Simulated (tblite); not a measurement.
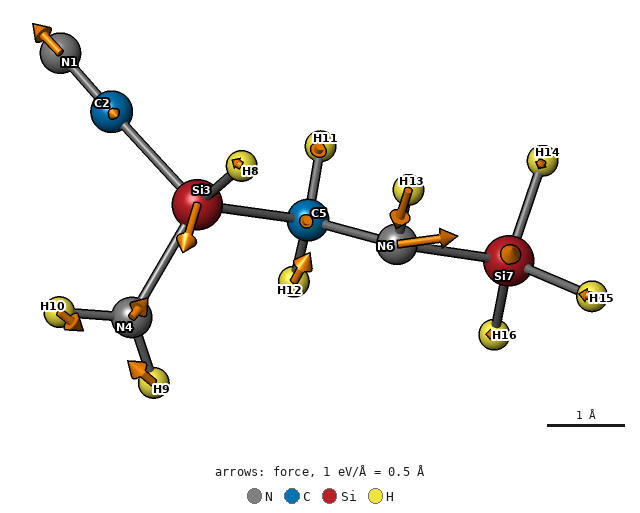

Starting geometry of C2H9N3Si2 with the computed forces as orange arrows. Style: ball-and-stick. Shown at a tilt.

These are results of GFN2-xTB geometry optimisation, gas phase in tblite, not measurements. 

### Is this structure relaxed? If not, where do the atoms go?

It isn't relaxed: the largest force vector, on Si3, is 1.80 eV/Å. The final displacements have little in common with the starting forces (cosine between the two patterns 0.13). The largest move after the best rigid fit is that of H9, 0.99 Å. By element the largest moves are H 0.99 Å, N 0.72 Å, C 0.63 Å, Si 0.43 Å. Some distances before and after: N6–Si7 1.778 → 1.717 Å, N6–H13 1.052 → 1.008 Å, Si3–C5 1.869 → 1.905 Å, C2–Si3 1.835 → 1.870 Å. Bond angles that change, for instance: C5–N6–Si7 112.4° → 124.1°, N4–Si3–H8 108.2° → 117.8°, N4–Si3–C5 114.7° → 106.0°. Groups turn about Si3–C5 by about 25°. The energy falls by 11.2 kcal/mol in 120 geometry steps. The run took 1.5 s on 1 thread of Arm Neoverse N1, with other jobs on the host.
